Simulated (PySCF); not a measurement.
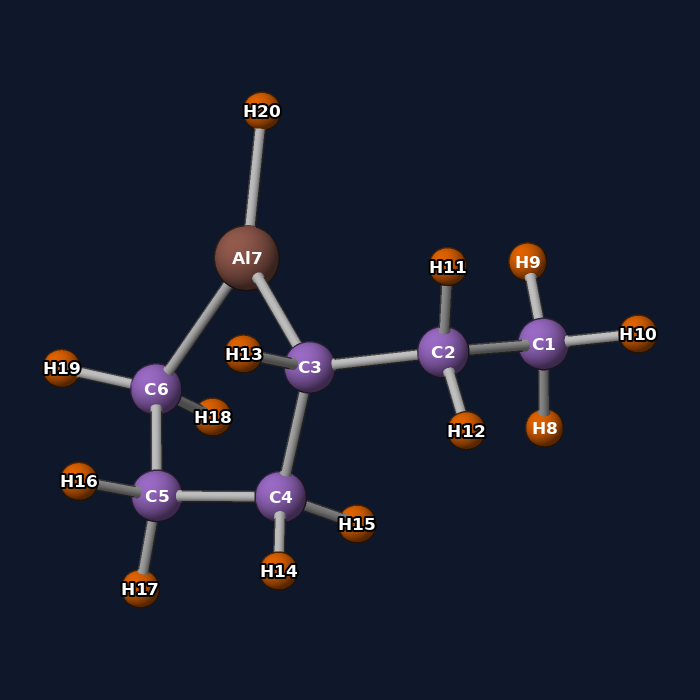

The questions are on isotropic NMR shieldings of the C atoms. The computed structure is the end point of a PBE0-D3(BJ)/def2-SVP optimisation. No frequency run is at hand to confirm it as a minimum. Level of theory: GIAO PBE0/pcSseg-1 NMR shielding, non-relativistic, IEF-PCM acetonitrile (PySCF 2.14.0).

**Which C atom is the most shielded (lowest chemical shift)?**

C6 (172.5 ppm).

**Which C atom is the least shielded (highest chemical shift)?**

C4 (150.2 ppm).

**How wide is the range of C shifts?**

22.3 ppm.

Give the isotropic NMR shieldings of the C atoms atom by atom.

```csv
atom,σ (ppm)
C1,166.6
C2,158.5
C3,151.7
C4,150.2
C5,156.1
C6,172.5
```
